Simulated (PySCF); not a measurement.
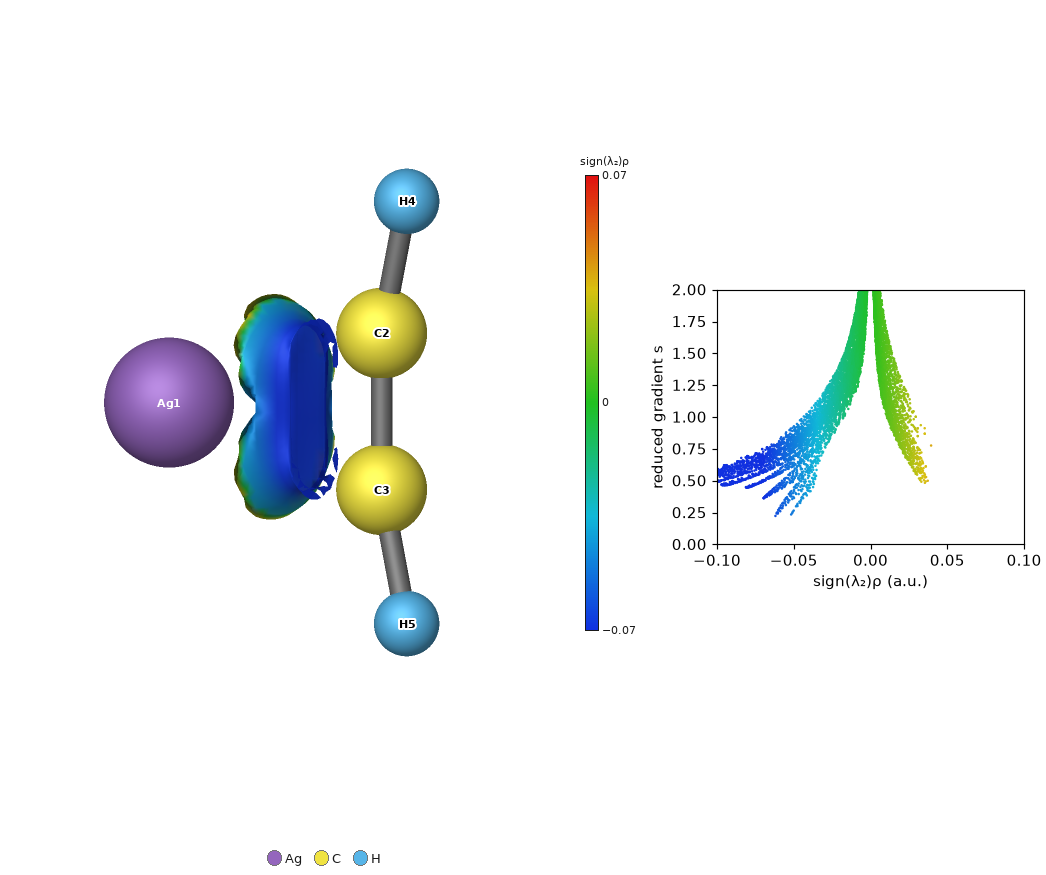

Figure 1: C₂H₂Ag, charge +1, SMILES `[Ag+].C#C`. Non-covalent interaction surfaces between the fragments (reduced density gradient s = 0.5, coloured by sign(λ₂)ρ in a.u.; trimmed to the region between the fragments where ρ is under 0.1 a.u.). Fragment A: Ag(+1) (atom 1); fragment B: H2C2. The plot gives s against sign(λ₂)ρ for grid points between the fragments.

Level of theory: CAM-B3LYP/def2-SVPD (PySCF), at a geometry from GFN2-xTB. Core potentials replace the inner electrons of Ag; spin–orbit coupling isn't included. GFN2-xTB bond lengths at metals and heavier atoms can be off by up to 0.1 Å and shapes distorted, which carries into these values.

Input script:

```python
import numpy as np
from pyscf import gto, scf, dft
from pyscf.scf import atom_ks, atom_hf
from scipy.linalg import block_diag
from pyscf.dispersion import dftd3

def solve(mol, dm0=None, hcore=None):
    mf = (dft.UKS if mol.spin else dft.RKS)(mol, xc='camb3lyp')
    mf.grids.level = 3
    mf = mf.density_fit(auxbasis='def2-universal-jkfit')
    mf.conv_tol, mf.max_cycle = 1e-8, 80
    if hcore is not None:
        mf.get_hcore = lambda *args: hcore
    mf.kernel(dm0)
    if not mf.converged:
        mf = mf.newton().run(mf.mo_coeff, mf.mo_occ, max_cycle=30)
    assert mf.converged, 'SCF not converged'
    return mf

mol = gto.M(atom='''
Ag    -0.52480     0.00000     0.00000
C      1.72407     0.61093     0.00000
C      1.72402    -0.61095     0.00000
H      1.98855     1.65031     0.00000
H      1.98844    -1.65035     0.00000
''', basis='def2-svpd', ecp={'Ag': 'def2-svpd'}, charge=1, spin=0, verbose=4)
mol_a = gto.M(atom='''
Ag    -0.52480     0.00000     0.00000
ghost-C      1.72407     0.61093     0.00000
ghost-C      1.72402    -0.61095     0.00000
ghost-H      1.98855     1.65031     0.00000
ghost-H      1.98844    -1.65035     0.00000
''', basis='def2-svpd', ecp={'Ag': 'def2-svpd'}, charge=1, spin=0, verbose=4)
mol_b = gto.M(atom='''
ghost-Ag    -0.52480     0.00000     0.00000
C      1.72407     0.61093     0.00000
C      1.72402    -0.61095     0.00000
H      1.98855     1.65031     0.00000
H      1.98844    -1.65035     0.00000
''', basis='def2-svpd', charge=0, spin=0, verbose=4)
ab, a, b = solve(mol), solve(mol_a), solve(mol_b)
e_int = ab.e_tot - a.e_tot - b.e_tot
print('counterpoise-corrected interaction energy / kcal/mol', e_int * 627.5095)
def disp(atoms, charge):
    m = gto.M(atom=atoms, charge=charge, basis='sto-3g', spin=None, unit='Bohr', verbose=0)
    return dftd3.DFTD3Dispersion(m, xc='camb3lyp', version='d3bj').get_dispersion()['energy']
e_disp = disp(mol._atom, mol.charge) - disp(mol._atom[:1], mol_a.charge) - disp(mol._atom[1:], mol_b.charge)
print('D3(BJ) part / kcal/mol', e_disp * 627.5095)
# spherically averaged free atoms, for the promolecule
atom_ks.AtomSphAverageRKS.init_guess_by_vsap = lambda self, mol=None: self.init_guess_by_minao(mol)  # core potentials
atm = atom_ks.get_atm_nrks(mol, xc='camb3lyp')
pro = block_diag(*[(atm[a[0]][2] * atm[a[0]][3]) @ atm[a[0]][2].T for a in mol._atom])
np.savez('result.npz', e_int=e_int, e_disp=e_disp, dm_a=a.make_rdm1(), dm_b=b.make_rdm1(), c=ab.mo_coeff, occ=ab.mo_occ, eps=ab.mo_energy, pro=pro, d=[f.dip_moment(verbose=0) for f in (ab, a, b)])
```

Launched as:

```sh
OMP_NUM_THREADS=1 python input.py
```

The run took 14 s on 1 thread of Arm Neoverse V1 (shared host), peak memory 0.42 GiB.

Partitions, critical points and surface values were worked out afterwards from this run's density.

### Which interactions hold the two fragments together?

Bond critical points between the fragments: Ag1···C3, strong, partly covalent contact, 2.33 Å, ρ = 0.062 a.u., a bond path close to vanishing (ellipticity 3.9). It appears blue (attractive, sign(λ₂)ρ well below zero). The pose is a local one from a semi-empirical search, not shown to be the most stable. With a charged fragment, long-range electrostatics, which these surfaces don't show, weighs heavily in the interaction energy.

### How strongly are they bound?

The counterpoise-corrected interaction energy of the frozen fragments is −34.7 kcal/mol without dispersion correction and −35.9 kcal/mol with D3(BJ). D3 uses neutral-atom coefficients and tends to overbind metal cations. The pair geometry is semi-empirical, not a minimum at this level.
